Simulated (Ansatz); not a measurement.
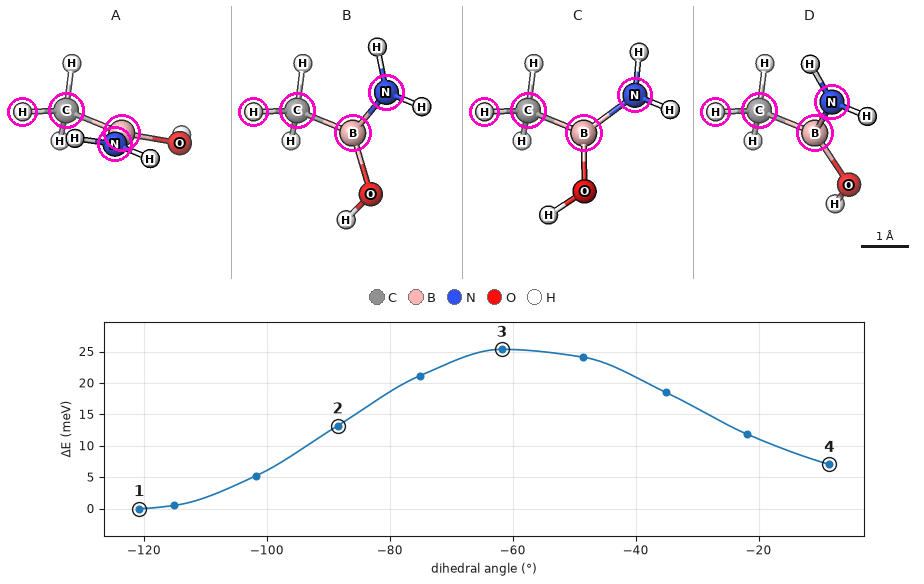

A scan of CH$_{6}$BNO: one H–C–B–N dihedral angle is varied, with the rest of the molecule carried along rigidly. The frames are shuffled; the numbered points of the plot belong to them. Style: ball-and-stick. Shown at a tilt. The ringed atoms are those of the scanned coordinate.

Level of theory: PBE-D4 (def2-TZVPP, Ansatz), on geometries moved rigidly from the minimum at PBE0-D4/def2-TZVP. Energies are counted from the PBE0-D4/def2-TZVP minimum geometry at the same level.

**Match the frames to the points.**

Point 1 is frame C (the dihedral −120.8°, 0.0 meV); 2 is frame B (the dihedral −88.5°, 13.2 meV); 3 is frame D (the dihedral −61.8°, 25.3 meV); 4 is frame A (the dihedral −8.5°, 7.0 meV). Of the computed points the lowest is at the dihedral −120.8°, 0.0 meV. A local maximum lies at −61.8° (25.3 meV). The highest point, at −61.8°, lies 25.3 meV above the lowest and gives an upper estimate of the barrier to rotation, since the rotor is rigid.
